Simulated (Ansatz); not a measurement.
MgPt₂Se₃

Input

```
crystal:
  lattice:
    - [2.8198292792, -4.7499711617, 0.0]
    - [2.8198292792, 4.7499711617, 0.0]
    - [0.0, 0.0, 4.5386811149]
  atoms:
    - { symbol: Mg, position: [0.0, 0.0, 0.0] }
    - { symbol: Pt, position: [0.5, 0.0, 0.5] }
    - { symbol: Pt, position: [0.0, 0.5, 0.5] }
    - { symbol: Se, position: [0.7426461465, 0.2573538535, 0.0] }
    - { symbol: Se, position: [0.2573538535, 0.7426461465, 0.0] }
    - { symbol: Se, position: [0.5, 0.5, 0.5] }
kpoints:
  mp_grid: { grid: [6, 6, 6] }
hamiltonian:
  xc: r2scan
  dispersion: rvv10
scf:
  occupations: { method: fermi_dirac, width: 0.03 }
relax:
  f_tol: 0.01
  cell: {}
  max_steps: 120
output:
  write_density: true
  write_potential: true
  elf: true
  volumetric_format: npy
```

Launched as:

```sh
ansatz run input.yaml --threads 2 --pin off --max-ram 20275MiB --backend cpu --events-out ev --progress --plain --runs-dir out
```

Below, planes, directions and counts refer to the conventional cell (a = 5.60 Å, b = 9.90 Å, c = 4.51 Å, α = 90.00°, β = 90.00°, γ = 90.00°).

The fields are those of the relaxed geometry.

Space group Cmmm; a structure from a database of computed crystals, not necessarily the ambient phase; started from the LaAl2Cu3-65 prototype, which need not be the ambient phase.

These are results of Ansatz, DFT, r2SCAN+rVV10, plane waves, PAW, not measurements.

In a PAW calculation such maps are meaningful between the atoms, not at the nuclei.

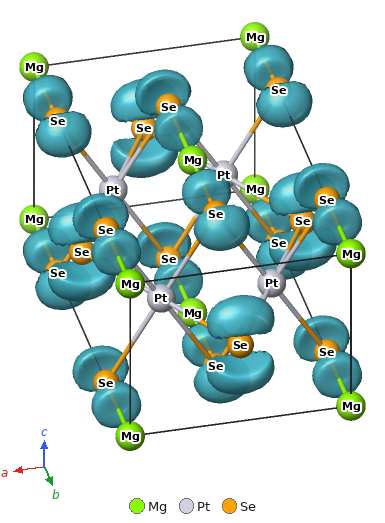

Figure 1. Isosurface of the electron localisation function at 0.8 (cyan), seen at an oblique angle. Only the valence region is drawn (cores and ρ < 0.01 e/Å³ removed). Sticks mark near contacts.

Describe the localisation domains.

Answer. The ELF exceeds this value in four lobes of the valence shell of Se pointing towards Mg and eight lobes on Se, pointing away from the bonds (lone pairs), counted in one cell of 12 atoms. Regions shared between cells count once.


Mg–Se (2.44 Å): the ELF peaks at about 0.90 in the valence shell of Se, 1.1 Å from its nucleus, and falls to about 0.10 next to Mg: a closed-shell, largely ionic contact. Pt–Se (2.65 Å): the ELF is about 0.35 at the midpoint.

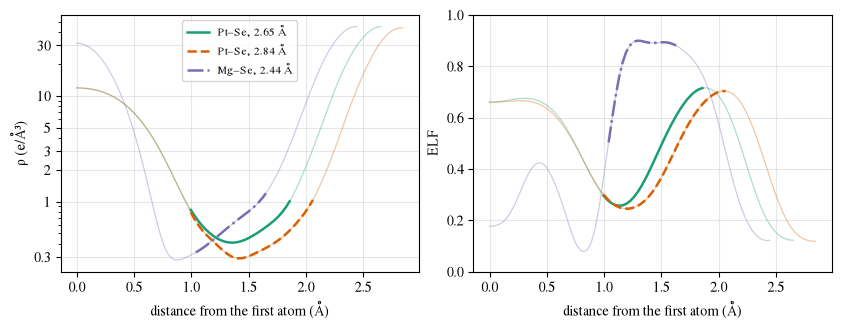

Figure 2. Valence pseudo-density and ELF along straight lines between neighbouring atoms. Thin, pale parts lie inside the atomic spheres.

Compare the contacts.

Answer. Pt–Se (2.65 Å): the density is about 0.41 e/Å³ at the midpoint; the ELF is about 0.35 at the midpoint.
Pt–Se (2.84 Å): ρ is about 0.29 e/Å³ halfway; the ELF is about 0.30 at the midpoint.
Mg–Se (2.44 Å): the density is about 0.46 e/Å³ at the midpoint; the ELF peaks at about 0.90 in the valence shell of Se, 1.1 Å from its nucleus, and falls to about 0.10 next to Mg: a largely ionic contact.
